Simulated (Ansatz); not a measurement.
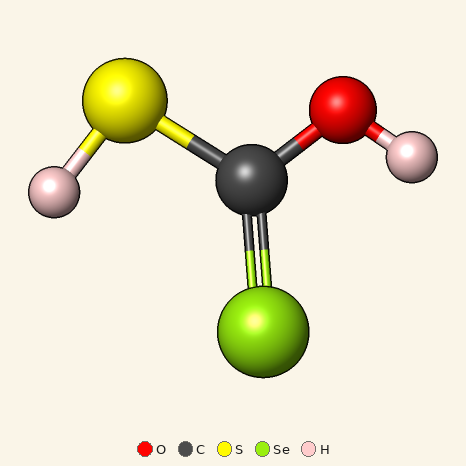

Ball-and-stick drawing of a structure.

Computed geometry: PBE0-D4/def2-TZVP optimisation.

Question: Which formula does it have?

Answer: CH₂OSSe, 6 atoms: 1 carbon, 2 hydrogen, 1 oxygen, 1 sulfur and 1 selenium.

Question: How many atoms are distinct by symmetry?

Answer: 6: 1 O, 1 C, 1 S, 1 Se, 1 H, 1 H.

Question: What is its SMILES?

Answer: OC(S)=[Se]

Question: Name functional groups in it.

Answer: Among them: thiol.

Question: What is the point group of this geometry?

Answer: Cs.

The parts below concern this one geometry. Atoms keep their numbers from picture to picture.

## Shape

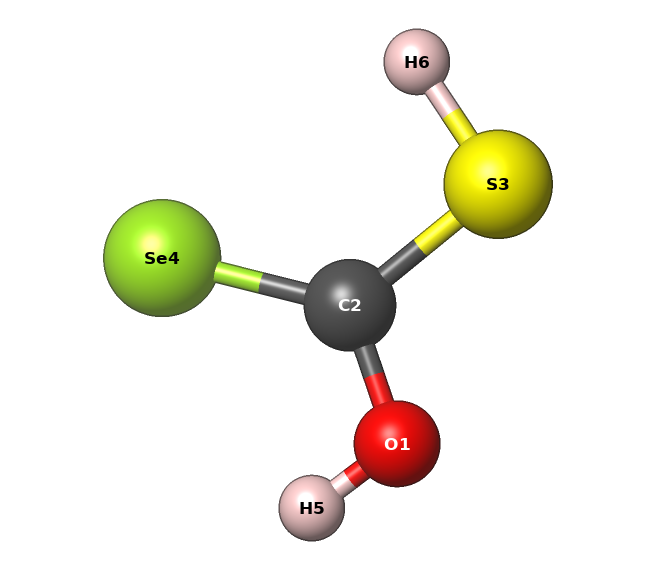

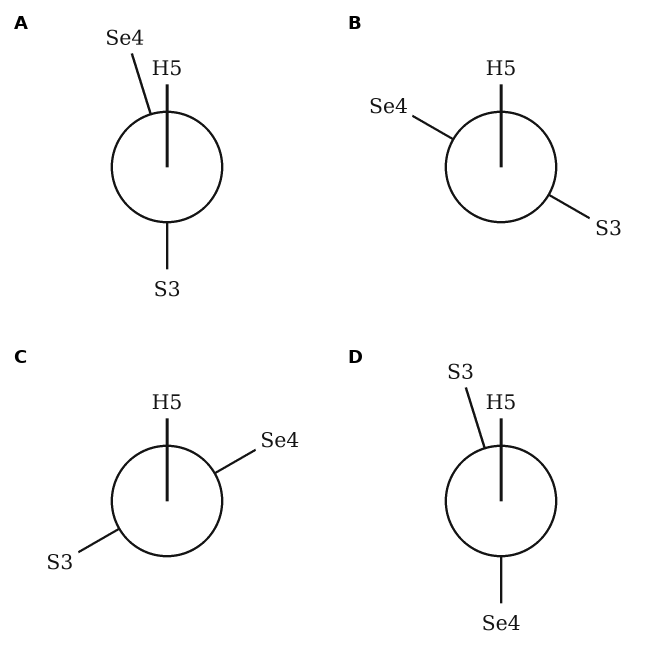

Depth is shown by fading: the farther an atom, the more it takes the colour of the background. Bonds that would overlap in a projection are set slightly apart.

Question: Which Newman projection shows the view along O1–C2, with O1 in front?

Answer: A. The torsion angle H5–O1–C2–Se4 is 0°, synperiplanar (eclipsed).

## Dipole moment

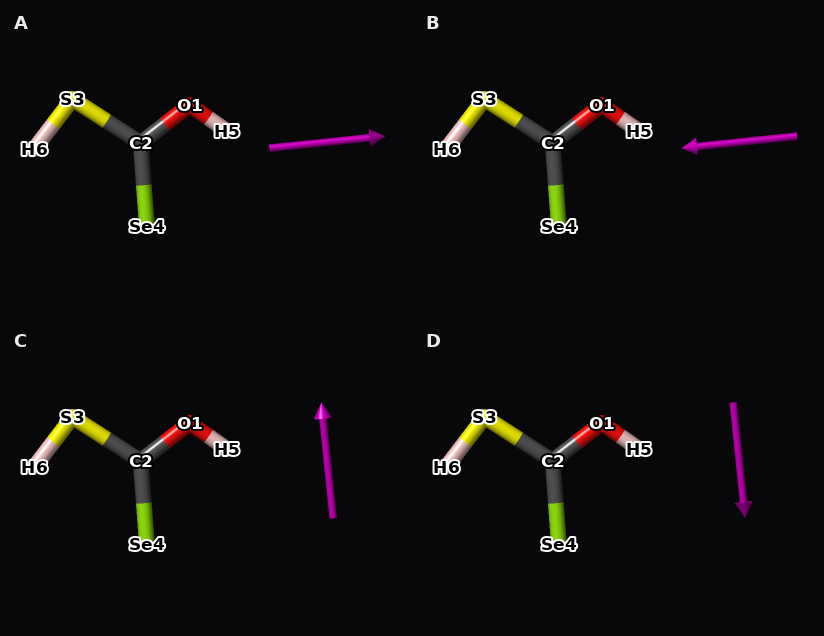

The same molecule four times, each with an arrow. Method: RKS B3LYP-D4/def2-TZVPP (Ansatz 0.2.0).

Question: Which arrow points along the dipole moment, from the negative to the positive end?

Answer: C. The dipole moment is 1.08 D; it points from the side of Se4 to the side of S3 (the outermost atoms at the two ends).

## Charges

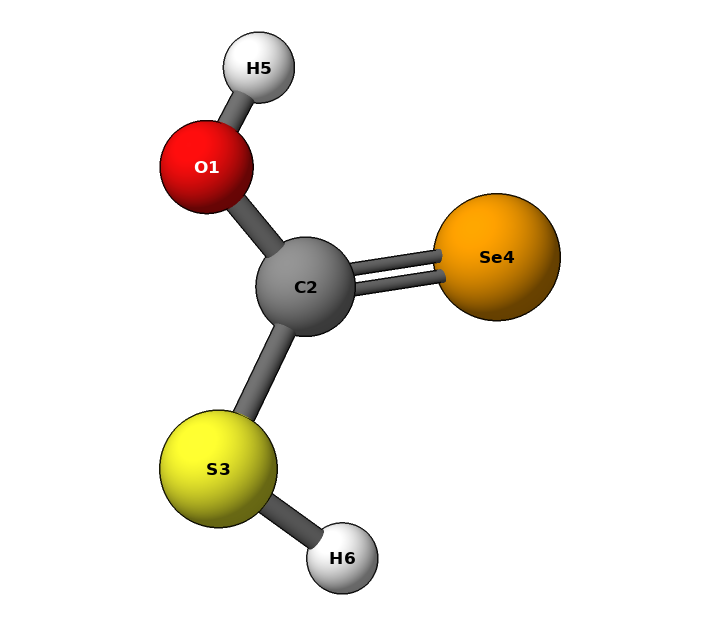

The questions are on Mulliken charges. Properties computed with RKS PBE0-D4/def2-TZVP (Ansatz 0.2.0).

Give the Mulliken charges atom by atom.

```json
{"atom": "O1", "value (e)": "−0.30"}
{"atom": "C2", "value (e)": "0.11"}
{"atom": "S3", "value (e)": "−0.07"}
{"atom": "Se4", "value (e)": "−0.27"}
{"atom": "H5", "value (e)": "0.34"}
{"atom": "H6", "value (e)": "0.19"}
```

## Levels of theory compared

Program: Ansatz 0.2.0.

Compare HOMO energy (eV), HOMO–LUMO gap (eV) at these levels: B3LYP-D4/def2-TZVPP; HSE06 (plane-wave form)-D4/def2-TZVPP; PBE-D4/def2-TZVPP; PBE0-D4/def2-SVP; SPW92 (LDA)/def2-TZVPP; r2SCAN0-D4/def2-TZVPP; revPBE-D4/def2-TZVPP; ωB97M-V/def2-QZVPP; ωB97M-V/def2-TZVPP.

| level | HOMO energy (eV) | HOMO–LUMO gap (eV) |
| --- | --- | --- |
| B3LYP-D4/def2-TZVPP | −6.36 | 4.32 |
| HSE06 (plane-wave form)-D4/def2-TZVPP | −6.21 | 3.98 |
| PBE-D4/def2-TZVPP | −5.47 | 2.82 |
| PBE0-D4/def2-SVP | −6.47 | 4.84 |
| SPW92 (LDA)/def2-TZVPP | −5.65 | 2.79 |
| r2SCAN0-D4/def2-TZVPP | −6.76 | 4.96 |
| revPBE-D4/def2-TZVPP | −5.40 | 2.83 |
| ωB97M-V/def2-QZVPP | −8.74 | 8.88 |
| ωB97M-V/def2-TZVPP | −8.72 | 8.93 |

Mulliken values depend strongly on the basis set and can even reverse the polarity of a bond.
